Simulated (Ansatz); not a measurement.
# NaP3 (built on the sites of a database entry of NaN3): following an unstable mode, part 3 of 3

Wanted: the energy along a soft mode of NaP3 (built on the sites of a database entry of NaN3) and the structure at the end.

Ansatz 0.2.0; DFT PBEsol, scalar-relativistic, plane waves, PAW.

So far. Step 5 (Energy along the mode, all amplitudes (two of the runs …): The lowest of the steps tried is at 0.32 Å, 83.8 meV/atom below the parent; the bottom of the well need not coincide with a step. Step 7 (The new phase in its own primitive cell): The largest force component left is 0.74 meV/Å and the pressure is 0.000 GPa, within the tolerances set. The cell now holds 16.64 Å³/atom. The relaxed cell has a = 5.773, c = 7.990 Å (conventional setting).

The structure was built from a prototype and need not be the compound's stable phase.

## (8) Modes of the new phase, k-mesh 10×10×10

A relaxed structure may still be a saddle point, so its zone-centre modes are computed. No field response is asked, since the mesh shows no gap.

Input file input.yaml:

```yaml
crystal:
  lattice:
    - [-2.8864930391, 2.8864930391, 3.99515498]
    - [2.8864930391, -2.8864930391, 3.99515498]
    - [2.8864930391, 2.8864930391, -3.99515498]
  atoms:
    - { symbol: Na, position: [0.8118895193, 0.8118895193, 0.0] }
    - { symbol: Na, position: [0.1881104807, 0.1881104807, 0.0] }
    - { symbol: P, position: [0.6974614273, 0.6974614273, 0.3949228546] }
    - { symbol: P, position: [0.3025385727, 0.3025385727, 0.6050771454] }
    - { symbol: P, position: [0.3025385727, 0.6974614273, 0.0] }
    - { symbol: P, position: [0.6974614273, 0.3025385727, 0.0] }
    - { symbol: P, position: [0.25, 0.75, 0.5] }
    - { symbol: P, position: [0.75, 0.25, 0.5] }
kpoints:
  mp_grid: { grid: [10, 10, 10] }
hamiltonian:
  xc: pbesol
scf:
  occupations: { method: methfessel_paxton, width: 0.2 }
output:
  eigenvalues: true
phonons:
  method: dfpt
```

On the command line:

```sh
> ansatz run input.yaml --threads 8 --pin off --max-ram 14336MiB --backend cpu --events-out ev --progress --plain --runs-dir out
```

Numbers of over 12 decimals in the logs are rounded to 6 here.

The log of the run:

```text
[...]
Crystal: 8 atoms, lattice volume = 133.148 Å³
Basis set: ecut = 420 eV, 2645 PW (Γ), exchange–correlation on 80×80×80 points (8 copies of the dense FFT grid, shifted against one another)
Bands: 32, of which v1, the nominal top of the filled ones, is band 24 counted from 1 (23 counted from 0)
Symmetry: 16 space group operations
k-points: 504 of 1000 (irreducible under 1 space group operation, time reversal used)
[...]
SCF iter   1: F=—  HF=-7390.368951 eV  |F-HF|=—  |Δ(HF+E_count)|=         —  Δρ=3.67e-3  dr2=1.73e-2  ethr=1.77e-3  ⟨swp⟩=8.9  Hψ=87225  notcnv=0
[...]
SCF iter  10: F=-7390.361549 eV  HF=-7390.361549 eV  |F-HF|=9.09e-13  |Δ(HF+E_count)|=  1.46e-11  S|Δr|=    0.00e0  Δρ=4.47e-8  dr2=4.54e-12  ethr=1.00e-12  ⟨swp⟩=12.6  Hψ=94425  notcnv=0
SCF 1 converged in 10 iterations: F = -7390.361549 eV  dr2 = 4.54e-12
[...]
DFPT response loops at Γ: preconditioner auto → Kerker (q_TF=auto, 2.302 Å⁻¹) (partly filled bands, converged f_vac=0.000); β = 1.00, the filter's whole step (`scf.mixing.beta` (0.50) is not read by the response loops under this deck's `scf.mixing.preconditioner`; to damp them name `kerker` or `kerker_dos`, under which they read `scf.mixing.beta`, and type it under 1.00, their step now; both keys bind the ground state too); Broyden in place of MSR1
SCF converged after 10 iterations
[...]
Free energy (F): -7390.361549 eV
[...]
Internal energy: -7390.357209 eV  (E = F + TS)
E sigma→0 (E₀):  -7390.360464 eV
Entropy (-TS):   -0.004340 eV (-0.543 meV/atom)
Fermi energy:    8.143414 eV
Step filling:    the computed levels leave a gap of 0.0000 eV = 0.0 smearing widths at the electron count; against every level under it full and every level over it empty, smearing changes F+E_penalty+E_count by -1.436 meV and its σ→0 estimate by -0.351 meV
[...]
--- Band table (eV; the first three rows and the last of 504) ---
  k-point 0: bands = [... 20 lower, 4.0183, 8.3485, 8.5802, 8.5802, 9.6245, 9.6559, 9.9820, 11.7506, ... 4 higher]
  k-point 1: bands = [... 20 lower, 4.3909, 8.2533, 8.3009, 8.4530, 9.4080, 9.8813, 9.8844, 11.5382, ... 4 higher]
  k-point 2: bands = [... 20 lower, 4.9379, 7.5187, 7.7368, 8.3617, 9.2021, 9.5499, 10.4601, 10.8474, ... 4 higher]
  k-point 503: bands = [... 20 lower, 5.8671, 6.6943, 7.3092, 7.7968, 7.7968, 7.8481, 7.8481, 8.1877, ... 4 higher]
--- Phonons (Γ-DFPT): 6 representative perturbations + reference, on 504 of 1000 k-points (Σ response iterations 20) ---
  k mesh reduced under 1 symmetry operation, with k and −k counted as one. Each operation leaves every solved perturbation unchanged. A smaller set is not used because it would not reduce the number of displacements times k-points to solve
  ASR residual: 1.829e-5 → 0.000e0 eV/Å²; symmetrization residual: 2.841e-6 eV/Å²
  ASR residual per site (eV/Å²): 1.83e-5 1.83e-5 7.00e-6 7.00e-6 7.00e-6 7.00e-6 1.11e-5 1.11e-5
  Γ frequencies (cm⁻¹): -174.18 -174.18 -147.15 -107.70 -107.70 -103.26 -52.73 0.00 0.00 0.00 70.17 114.72 114.72 209.20 218.99 218.99 226.07 229.55 229.55 267.34 294.43 333.89 333.89 369.66
  non-analytic LO–TO correction: not included (Born effective charges unavailable; polar crystals: no LO–TO splitting at Γ)
```

The job ended after 2.8 min (8 threads of Arm Neoverse V2, shared host; peak memory 6.5 GiB; 20 min of CPU time).

This step gave:

```yaml
sum_rule_residual_before_enforcement: 1.83e-5 eV/Å²
point_group: 4/mmm
highest_optical_mode_at_the_zone_centre_no_lo_to_term: 369.7 cm⁻¹
lowest_optical_zone_centre_mode: -174.2 cm⁻¹
```

Patterns of degenerate modes are one choice out of their space. Modes at Γ, with each element's share of the kinetic energy (negative means imaginary):

```
mode  frequency (cm⁻¹)  symmetry  Na %  P %
   1            -174.2        Eg    14   86
   2            -174.2        Eg    14   86
   3            -147.2       B1g     0  100
   4            -107.7        Eu     3   97
   5            -107.7        Eu     3   97
   6            -103.3       A2u     7   93
   7             -52.7       A2g     0  100
   8               0.0  acoustic    20   80
   9               0.0  acoustic    20   80
  10               0.0  acoustic    20   80
  11              70.2       B1u     0  100
  12             114.7        Eg     3   97
  13             114.7        Eg     3   97
  14             209.2       A1g    90   10
  15             219.0        Eu    70   30
  16             219.0        Eu    70   30
  17             226.1       A2u    73   27
  18             229.6        Eg    84   16
  19             229.6        Eg    84   16
  20             267.3       B2g     0  100
  21             294.4       B1g     0  100
  22             333.9        Eu     7   93
  23             333.9        Eu     7   93
  24             369.7       A1g    10   90
```

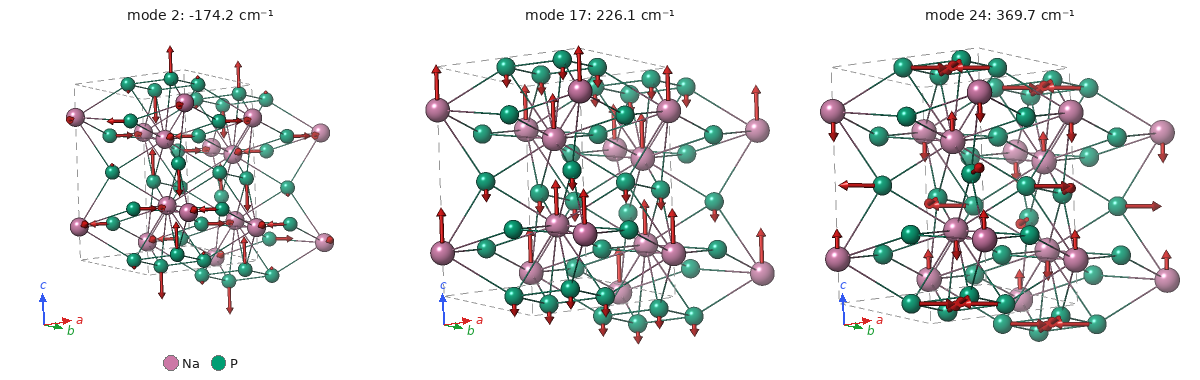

Displacement patterns of modes 2, 17 and 24 at Γ; arrows are exaggerated. 1×2×1 conventional cells are drawn. Some periodic images of atoms are drawn too.

Before it was imposed, the acoustic sum rule was missed by 1.8e-5 eV/Å². Small misses are needed for a sound result but don't prove that mesh and cutoff are converged. The lowest optical mode is imaginary, 174.2i cm⁻¹, so the energy falls along it.

## (9) What came out

```yaml
unstable_mode_of_the_parent: q = (-0.5, -0.5, -0.5), 217i cm⁻¹
depth_at_the_lowest_point_sampled: 83.8 meV/atom
largest_atomic_shift_at_that_point: 0.32 Å
space_group_reached_within_0p01_a: I4/mmm
energy_gained_over_the_parent_first_relaxation_on_the_mesh_of_the_frozen_mode: 125 meV/atom
volume_per_atom_phase_reached: 16.6 Å³
lowest_optical_zone_centre_mode_phase_reached: -174 cm⁻¹
highest_optical_mode_at_the_zone_centre_no_lo_to_term_phase_reached: 370 cm⁻¹
```

In words: Along this mode the structure falls into I4/mmm, 125 meV/atom below the parent. At the parent's cell the well is 83.83 meV/atom deep on the steps tried, with its lowest point at a shift of 0.32 Å. Relaxing atoms and cell changes the gain by +40.96 meV/atom against the lowest step (energies at zero smearing). The new phase still has an imaginary mode at the zone centre of its cell, so it is a saddle point on the way to a lower structure. Of the 4 patterns followed to their end from this parent, this one ends 196 meV/atom above the lowest, R-3m. Each path keeps the symmetry of its pattern, so a lower phase may lie along a pattern not tried. With no gap, or one that is small against the smearing, the frequencies hang on the k mesh and the smearing, most of all near Kohn anomalies. The starting cell was built on a prototype and not taken from a measurement, so the phase need not exist.

[Logs are printed without paths, hosts, clocks, repeated set-up lines and the standing remarks that a program may print on its own settings, such as how far it seeks lower states.]

[Hosts, paths, dates, database ids (printed as entryN), source tags and the programs' standing remarks are cut or masked in the printed files.]
